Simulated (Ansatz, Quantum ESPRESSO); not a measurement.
# K3HO (Pm-3m): phonons by linear response, part 2 of 4

How does K3HO (Pm-3m) vibrate, and is this structure a minimum?

Quantum ESPRESSO 7.5; DFT LDA, scalar-relativistic, plane waves, PseudoDojo norm-conserving pseudopotentials.

So far. Step 2 (A probe with smearing): A gap of 1.5 eV opens on this mesh, so the crystal is taken as an insulator; the start stands at -2.7 GPa. Step 4 (Ground state): The cell stands at -0.0070 GPa, close enough for phonons. The relaxed cell has a = 5.008 Å (conventional setting).

The structure was built from a prototype and need not be the compound's stable phase.

**5. Phonons on a q mesh**

Linear response treats each wavevector in the unit cell, with no supercell; the 2×2×2 mesh fixes the range of the force constants to be had.

Input file ph.in:

```
phonons
&inputph
   prefix = 'x'
   outdir = './tmp'
   fildyn = 'x.dyn'
   tr2_ph = 1.0d-18
   epsil = .true.
   ldisp = .true.
   nq1 = 2
   nq2 = 2
   nq3 = 2
/
```

Command:

```bash
$ OMP_NUM_THREADS=1 mpirun -n 4 ph.x -nk 4 -in ph.in > ph.out
```

Numbers of over 12 decimals in the logs are rounded to 6 here.

What it wrote:

```text
[banners, grids, parts of the stress and lines that vanish by symmetry left out]
[banner, memory and clock lines left out]
Program PHONON v.7.5

[...]
Exchange-correlation= PW
                           (   1   4   0   0   0   0   0)
[...]
(   4 q-points):
[...]
kinetic-energy cut-off    =      84.0000  Ry
     charge density cut-off    =     336.0000  Ry
     convergence threshold     =      1.0E-18
[...]
Exchange-correlation= PW
                           (   1   4   0   0   0   0   0)
[...]
q = (   0.0000000   0.0000000   0.0000000 )
     49 Sym.Ops. (with q -> -q+G )
     G cutoff =  762.1152  (  88327 G-vectors)     FFT grid: ( 60, 60, 60)
     number of k points=    10
[...]
Mode symmetry, O_h (m-3m)  point group:
[...]
Dielectric constant
[...]
End of electric fields calculation
          Dielectric constant in cartesian axis
          (       3.116829129       0.000000000       0.000000000 )
          (       0.000000000       3.116829129       0.000000000 )
          (       0.000000000       0.000000000       3.116829129 )
          Effective charges (d Force / dE) in cartesian axis without acoustic sum rule applied (asr)
           atom    1  H     Mean Z*:       -1.08451
      Ex  (       -1.08451        0.00000        0.00000 )
      Ey  (        0.00000       -1.08451        0.00000 )
      Ez  (        0.00000        0.00000       -1.08451 )
           atom    2  O     Mean Z*:       -2.28014
      Ex  (       -2.28014        0.00000        0.00000 )
      Ey  (        0.00000       -2.28014        0.00000 )
      Ez  (        0.00000        0.00000       -2.28014 )
           atom    3  K     Mean Z*:        1.11354
      Ex  (        1.05215        0.00000        0.00000 )
      Ey  (        0.00000        1.05215        0.00000 )
      Ez  (        0.00000        0.00000        1.23630 )
           atom    4  K     Mean Z*:        1.11354
      Ex  (        1.05215        0.00000        0.00000 )
      Ey  (        0.00000        1.23630        0.00000 )
      Ez  (        0.00000        0.00000        1.05215 )
           atom    5  K     Mean Z*:        1.11354
      Ex  (        1.23630        0.00000        0.00000 )
      Ey  (        0.00000        1.05215        0.00000 )
      Ez  (        0.00000        0.00000        1.05215 )
          Effective charges Sum: Mean:       -0.02404
[...]
Effective charges (d Force / dE) in cartesian axis with asr applied:
           atom    1  H     Mean Z*:       -1.07970
[...]
atom    2  O     Mean Z*:       -2.27533
[...]
atom    3  K     Mean Z*:        1.11834
[...]
atom    4  K     Mean Z*:        1.11834
[...]
atom    5  K     Mean Z*:        1.11834
[...]
Representation #   1 modes #   1   2   3
[...]
End of self-consistent calculation
     Convergence has been achieved
     Representation #   2 modes #   4   5   6
[...]
End of self-consistent calculation
     Convergence has been achieved
     Representation #   3 modes #   7   8   9
[...]
End of self-consistent calculation
     Convergence has been achieved
     Representation #   4 modes #  10  11  12
[...]
End of self-consistent calculation
     Convergence has been achieved
[...]
Convergence has been achieved
[...]
Dielectric constant in cartesian axis
          (       3.116829129       0.000000000       0.000000000 )
          (       0.000000000       3.116829129       0.000000000 )
          (       0.000000000       0.000000000       3.116829129 )
          Effective charges (d Force / dE) in cartesian axis without acoustic sum rule applied (asr)
           atom    1  H     Mean Z*:       -1.08451
      Ex  (       -1.08451        0.00000        0.00000 )
      Ey  (        0.00000       -1.08451        0.00000 )
      Ez  (        0.00000        0.00000       -1.08451 )
           atom    2  O     Mean Z*:       -2.28014
      Ex  (       -2.28014        0.00000        0.00000 )
      Ey  (        0.00000       -2.28014        0.00000 )
      Ez  (        0.00000        0.00000       -2.28014 )
           atom    3  K     Mean Z*:        1.11354
      Ex  (        1.05215        0.00000        0.00000 )
      Ey  (        0.00000        1.05215        0.00000 )
      Ez  (        0.00000        0.00000        1.23630 )
           atom    4  K     Mean Z*:        1.11354
      Ex  (        1.05215        0.00000        0.00000 )
      Ey  (        0.00000        1.23630        0.00000 )
      Ez  (        0.00000        0.00000        1.05215 )
           atom    5  K     Mean Z*:        1.11354
      Ex  (        1.23630        0.00000        0.00000 )
      Ey  (        0.00000        1.05215        0.00000 )
      Ez  (        0.00000        0.00000        1.05215 )
          Effective charges Sum: Mean:       -0.02404
[...]
Effective charges (d Force / dE) in cartesian axis with asr applied:
           atom    1  H     Mean Z*:       -1.07970
[...]
atom    2  O     Mean Z*:       -2.27533
[...]
atom    3  K     Mean Z*:        1.11834
[...]
atom    4  K     Mean Z*:        1.11834
[...]
atom    5  K     Mean Z*:        1.11834
[...]
Effective charges (d P / du) in cartesian axis
[...]
q = (    0.000000000   0.000000000   0.000000000 )
[...]
freq (    1) =      -5.057219 [THz] =    -168.690659 [cm-1]
     freq (    2) =      -5.057219 [THz] =    -168.690659 [cm-1]
     freq (    3) =      -5.057219 [THz] =    -168.690659 [cm-1]
     freq (    4) =      -0.968345 [THz] =     -32.300517 [cm-1]
     freq (    5) =      -0.968345 [THz] =     -32.300517 [cm-1]
     freq (    6) =      -0.968345 [THz] =     -32.300517 [cm-1]
     freq (    7) =      -0.061997 [THz] =      -2.068013 [cm-1]
     freq (    8) =      -0.061997 [THz] =      -2.068013 [cm-1]
     freq (    9) =      -0.061997 [THz] =      -2.068013 [cm-1]
     freq (   10) =       6.112802 [THz] =     203.901136 [cm-1]
     freq (   11) =       6.112802 [THz] =     203.901136 [cm-1]
     freq (   12) =       6.112802 [THz] =     203.901136 [cm-1]
     freq (   13) =       8.702744 [THz] =     290.292295 [cm-1]
     freq (   14) =       8.702744 [THz] =     290.292295 [cm-1]
[...]
Mode symmetry, O_h (m-3m)  point group:
     freq (   1-   3) =       -168.7  [cm-1]   --> T_1u G_15  G_4- I
     freq (   4-   6) =        -32.3  [cm-1]   --> T_2u G_25  G_5-
     freq (   7-   9) =         -2.1  [cm-1]   --> T_1u G_15  G_4- I
     freq (  10-  12) =        203.9  [cm-1]   --> T_1u G_15  G_4- I
     freq (  13-  15) =        290.3  [cm-1]   --> T_1u G_15  G_4- I
[...]
Mode symmetry, D_4h(4/mmm) point group:
[...]
Representation #   1 mode #   1
[...]
Convergence has been achieved
     Representation #   2 mode #   2
[...]
Convergence has been achieved
     Representation #   3 mode #   3
[...]
Convergence has been achieved
     Representation #   4 modes #   4   5
[...]
Convergence has been achieved
     Representation #   5 modes #   6   7
[...]
Convergence has been achieved
     Representation #   6 modes #   8   9
[...]
Convergence has been achieved
     Representation #   7 mode #  10
[...]
Convergence has been achieved
[...]
Convergence has been achieved
     Representation #   9 modes #  12  13
[...]
Convergence has been achieved
[...]
q = (    0.000000000   0.000000000  -0.500000000 )
[...]
Mode symmetry, D_4h(4/mmm) point group:
     freq (   1-   2) =       -118.9  [cm-1]   --> E_u  X_5' M_5'
     freq (   3-   4) =        -27.6  [cm-1]   --> E_g  X_5  M_5
     freq (   5-   5) =         17.7  [cm-1]   --> B_1g X_2  M_2
     freq (   6-   6) =         97.2  [cm-1]   --> A_1g X_1  M_1
     freq (   7-   8) =        118.1  [cm-1]   --> E_g  X_5  M_5
     freq (   9-  10) =        124.1  [cm-1]   --> E_u  X_5' M_5'
     freq (  11-  11) =        184.5  [cm-1]   --> A_2u X_4' M_4'
     freq (  12-  13) =        291.0  [cm-1]   --> E_g  X_5  M_5
     freq (  14-  14) =        353.9  [cm-1]   --> A_1g X_1  M_1
     freq (  15-  15) =        441.6  [cm-1]   --> A_2u X_4' M_4'
[...]
Mode symmetry, D_4h(4/mmm) point group:
[...]
Representation #   8 mode #   9
[...]
Convergence has been achieved
     Representation #  11 modes #  14  15
[...]
Convergence has been achieved
[...]
q = (    0.000000000  -0.500000000  -0.500000000 )
[...]
Mode symmetry, D_4h(4/mmm) point group:
     freq (   1-   2) =       -103.5  [cm-1]   --> E_u  X_5' M_5'
     freq (   3-   3) =        -64.7  [cm-1]   --> B_1g X_2  M_2
     freq (   4-   4) =        -36.6  [cm-1]   --> A_2u X_4' M_4'
     freq (   5-   6) =         36.1  [cm-1]   --> E_g  X_5  M_5
     freq (   7-   7) =        113.1  [cm-1]   --> A_1g X_1  M_1
     freq (   8-   8) =        113.8  [cm-1]   --> B_1u X_2' M_2'
     freq (   9-   9) =        172.7  [cm-1]   --> A_2g X_4  M_4
     freq (  10-  11) =        221.5  [cm-1]   --> E_u  X_5' M_5'
     freq (  12-  12) =        239.4  [cm-1]   --> B_2g X_3  M_3
     freq (  13-  13) =        293.2  [cm-1]   --> B_1u X_2' M_2'
     freq (  14-  15) =        396.2  [cm-1]   --> E_u  X_5' M_5'
[...]
Mode symmetry, O_h (m-3m)  point group:
[...]
Convergence has been achieved
     Representation #   2 mode #   4
[...]
Convergence has been achieved
     Representation #   3 modes #   5   6
[...]
Convergence has been achieved
[...]
Convergence has been achieved
     Representation #   5 modes #  10  11  12
[...]
End of self-consistent calculation
     Convergence has been achieved
     Representation #   6 modes #  13  14  15
[...]
End of self-consistent calculation
     Convergence has been achieved
[...]
q = (   -0.500000000  -0.500000000  -0.500000000 )
[...]
freq (    8) =       5.162862 [THz] =     172.214537 [cm-1]
     freq (    9) =       7.562437 [THz] =     252.255754 [cm-1]
     freq (   10) =       8.293275 [THz] =     276.633866 [cm-1]
     freq (   11) =       8.293275 [THz] =     276.633866 [cm-1]
     freq (   12) =       8.293275 [THz] =     276.633866 [cm-1]
     freq (   13) =      10.148855 [THz] =     338.529364 [cm-1]
     freq (   14) =      10.148855 [THz] =     338.529364 [cm-1]
     freq (   15) =      10.148855 [THz] =     338.529364 [cm-1]
[...]
Mode symmetry, O_h (m-3m)  point group:
     freq (   1-   3) =       -118.4  [cm-1]   --> T_1u G_15  G_4-
     freq (   4-   6) =        -65.1  [cm-1]   --> T_2u G_25  G_5-
     freq (   7-   8) =        172.2  [cm-1]   --> E_u  G_12' G_3-
     freq (   9-   9) =        252.3  [cm-1]   --> A_2u G_2'  G_2-
     freq (  10-  12) =        276.6  [cm-1]   --> T_1u G_15  G_4-
     freq (  13-  15) =        338.5  [cm-1]   --> T_2g G_25' G_5+
```

Wall time 29 min (4 MPI ranks of Intel Xeon Platinum 8488C (Sapphire Rapids), shared host); 1.9 h of CPU time.

Read from the output:

```
miss of the charge sum rule                                        : 0.02405 e
largest acoustic frequency at the zone centre before the sum rule  : -2.07 cm⁻¹
highest optical zone-centre mode (no LO-TO term)                   : 290.3 cm⁻¹
lowest optical zone-centre mode                                    : -168.7 cm⁻¹
mean high-frequency dielectric constant                            : 3.117
largest Born charge in size (third of the trace)                   : 2.280 e
lowest mode on the q mesh (acoustic ones at the zone centre apart) : -168.7 cm⁻¹
```

Frequencies (cm⁻¹) at each irreducible wavevector; negative means imaginary. Frequencies by wavevector:

```
 q (fractions)  star  mode 1  mode 2  mode 3  mode 4  mode 13  mode 14  mode 15
         0 0 0     1  -168.7  -168.7  -168.7   -32.3    290.3    290.3    290.3
      0 0 -0.5     3  -118.9  -118.9  -27.64  -27.64      291    353.9    441.6
   0 -0.5 -0.5     3  -103.5  -103.5  -64.67   -36.6    293.2    396.2    396.2
-0.5 -0.5 -0.5     1  -118.4  -118.4  -118.4  -65.09    338.5    338.5    338.5
```

Born charge (rows field, columns displacement), before the sum rule (e), principal values of the symmetric part by kind of site:

```
atom  atoms with these values    low  middle   high   mean
  H1                        1  -1.08   -1.08  -1.08  -1.08
  O2                        1  -2.28   -2.28  -2.28  -2.28
  K3                        3   1.05    1.05   1.24   1.11
```

In full for O2:

```
-2.28  0.00  0.00
 0.00 -2.28  0.00
 0.00  0.00 -2.28
```

High-frequency dielectric tensor:

```
3.12 0.00 0.00
0.00 3.12 0.00
0.00 0.00 3.12
```

The acoustic modes at Γ come out as far as 2.1 cm⁻¹ from zero, where they should vanish, a small numerical error; the Born charges miss their sum rule by 0.024 e, which is fair. The lowest optical mode is imaginary, 169i cm⁻¹, an instability at this level and on this k mesh.

**6. Fourier transform to real space**

The dynamical matrices of the mesh are Fourier-transformed to force constants in real space, after the long-range dipole part is taken out.

Input file q2r.in:

```
&input
   fildyn = 'x.dyn'
   zasr = 'crystal'
   flfrc = 'x.fc'
/
```

Command:

```bash
$ q2r.x < q2r.in > q2r.out
```

What it wrote:

```text
[banners, grids, parts of the stress and lines that vanish by symmetry left out]
[banner, memory and clock lines left out]
Program Q2R v.7.5

  reading grid info from file x.dyn0

  reading force constants from file x.dyn1
 macroscopic fields = T
   3.11683   0.00000   0.00000
   0.00000   3.11683   0.00000
[...]
na=            1
[...]
na=            2
[...]
na=            3
[...]
na=            4
[...]
na=            5
[...]
0.00000   1.05215   0.00000
   0.00000   0.00000   1.05215
  Norm of the difference between old and new effective charges:    0.018624
  alpha Ewald:    2.268200
  nqs=            1
 q=   0.00000000  0.00000000  0.00000000
  reading force constants from file x.dyn2
  alpha Ewald:    2.268200
  nqs=            3
 q=   0.00000000  0.00000000 -0.50000000
[...]
reading force constants from file x.dyn3
  alpha Ewald:    2.268200
  nqs=            3
[...]
q=  -0.50000000  0.00000000 -0.50000000
  reading force constants from file x.dyn4
  alpha Ewald:    2.268200
  nqs=            1
 q=  -0.50000000 -0.50000000 -0.50000000

      q-space grid ok, #points =    8

      fft-check success (sum of imaginary terms < 10^-12)
```

The job ended after 0.63 s (1 thread).

**7. Dispersion**

From the force constants any wavevector is cheap; points of the mesh come back as solved, but for the sum rule and, in polar crystals, the LO-TO term at Γ; the rest is interpolation.

Input file matdyn.in:

```
&input
   asr = 'crystal'
   flfrc = 'x.fc'
   flfrq = 'x.freq'
   flvec = 'x.modes'
   q_in_band_form = .true.
   q_in_cryst_coord = .true.
/
8
  0.0000000   0.0000000   0.0000000  12  ! GAMMA
  0.0000000   0.5000000   0.0000000  12  ! X
  0.5000000   0.5000000   0.0000000  12  ! M
  0.0000000   0.0000000   0.0000000  12  ! GAMMA
  0.5000000   0.5000000   0.5000000  12  ! R
  0.0000000   0.5000000   0.0000000   1  ! X
  0.5000000   0.5000000   0.5000000  12  ! R
  0.5000000   0.5000000   0.0000000   1  ! M
```

Command:

```bash
$ matdyn.x -in matdyn.in > matdyn.out
```

What it wrote:

```text
[banner, memory and clock lines left out]
Program MATDYN v.7.5

 mass for atomic type   1 not given; uses mass from file x.fc
 mass for atomic type   2 not given; uses mass from file x.fc
 mass for atomic type   3 not given; uses mass from file x.fc
 Norm of the difference between old and new effective charges:    1.0286e-16

 Norm of the difference between old and new force-constants:   2.18305e-05
```

Elapsed: 0.78 s, on 1 thread.

Numbers from this step:

| Property | Result |
| --- | --- |
| lowest frequency on the path | -168.8 cm⁻¹ |

Matdyn.x, sum rule crystal. Phonon branches along the path, in cm⁻¹:

```
    point  branch 1  branch 2  branch 3  branch 4  branch 12  branch 13  branch 14  branch 15
        Γ      -169      -169       -32       -32        262        290        290        453
        X      -119      -119       -28       -28        291        291        354        442
        M      -104      -104       -65       -37        239        293        396        396
        Γ      -169      -169       -32       -32        262        290        290        453
        R      -118      -118      -118       -65        277        338        338        338
        X      -119      -119       -28       -28        291        291        354        442
jump to R      -118      -118      -118       -65        277        338        338        338
        M      -104      -104       -65       -37        239        293        396        396
```

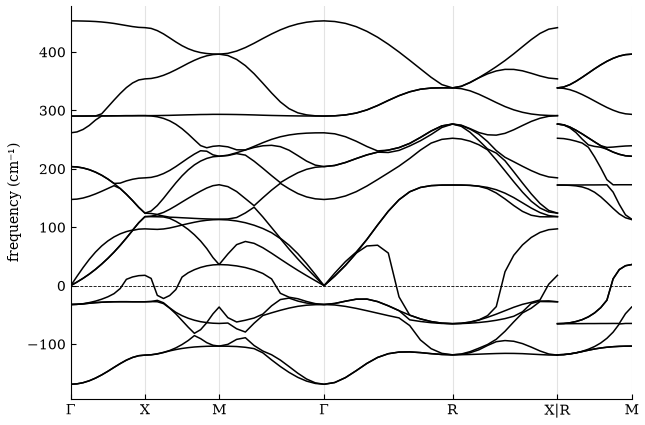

Phonon branches along the path.

The path dips to 169i cm⁻¹.

**8. Density of states**

Sums over the zone need many more wavevectors than were solved, so the interpolation is sampled on a dense mesh.

Input file matdyn.in:

```
&input
   asr = 'crystal'
   flfrc = 'x.fc'
   dos = .true.
   fldos = 'x.dos'
   nk1 = 9
   nk2 = 9
   nk3 = 9
   deltaE = 1.0
/
```

Command:

```bash
$ matdyn.x -in matdyn.in > matdyn.out
```

What it wrote:

```text
[banner, memory and clock lines left out]
Program MATDYN v.7.5

 mass for atomic type   1 not given; uses mass from file x.fc
 mass for atomic type   2 not given; uses mass from file x.fc
 mass for atomic type   3 not given; uses mass from file x.fc
 Norm of the difference between old and new effective charges:    1.0286e-16

 Norm of the difference between old and new force-constants:   2.18305e-05
```

Wall time 7.4 s (1 thread).

Numbers from this step:

* share of modes beyond 3i cm⁻¹ on the dense interpolated mesh: 0.3303

The phonon density of states has structure finer than the step of the table below, so its rows give means over 50 cm⁻¹, whole bins alone (the curve runs from -169 to 451 cm⁻¹). Peaks (cm⁻¹: height): total -112.8: 0.0878, -60.8: 0.0613, -24.8: 0.0712, 295.2: 0.0847; H -112.8: 0.0294, 227.2: 0.0134, 247.2: 0.0144, 435.2: 0.0095; K -112.8: 0.0572, -60.8: 0.0575, -24.8: 0.0703, 167.2: 0.0397; O 295.2: 0.06, 363.2: 0.0175.

Tetrahedra. Phonon density of states against wavenumber; means over each step; values in 1/cm⁻¹/cell:

```
wavenumber (cm⁻¹)   total        H        K        O
             -100  0.0369   0.0122   0.0240   6.4e-4
              -50  0.0418  0.00101   0.0407   1.1e-4
                0  0.0179   1.7e-4   0.0176   1.4e-4
               50  0.0156  0.00112   0.0135  0.00107
              100  0.0215  0.00147   0.0173  0.00269
              150  0.0335  0.00512   0.0241  0.00423
              200  0.0321  0.00936   0.0191  0.00356
              250  0.0291   0.0103   0.0114  0.00743
              300  0.0253  0.00108  0.00607   0.0182
              350  0.0162  0.00352   5.2e-4   0.0122
              400  0.0144  0.00648  0.00109  0.00685
```

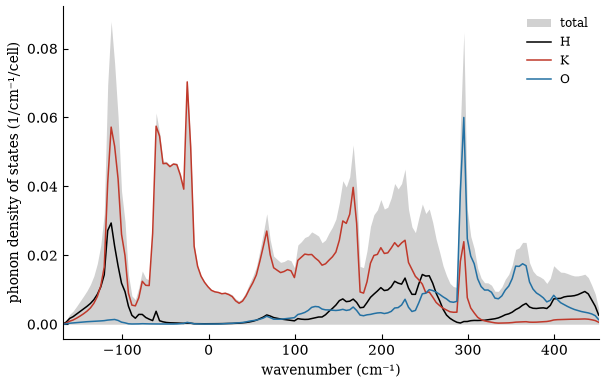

Phonon density of states, plotted against wavenumber.

(Part 2 of 4 ends here.)

[Host names and launcher messages were left out of these logs when they were recorded.]

[Logs are printed without paths, hosts, clocks, repeated set-up lines and the standing remarks that a program may print on its own settings, such as how far it seeks lower states.]

[Hosts, paths, dates, database ids (printed as entryN), source tags and the programs' standing remarks are cut or masked in the printed files.]
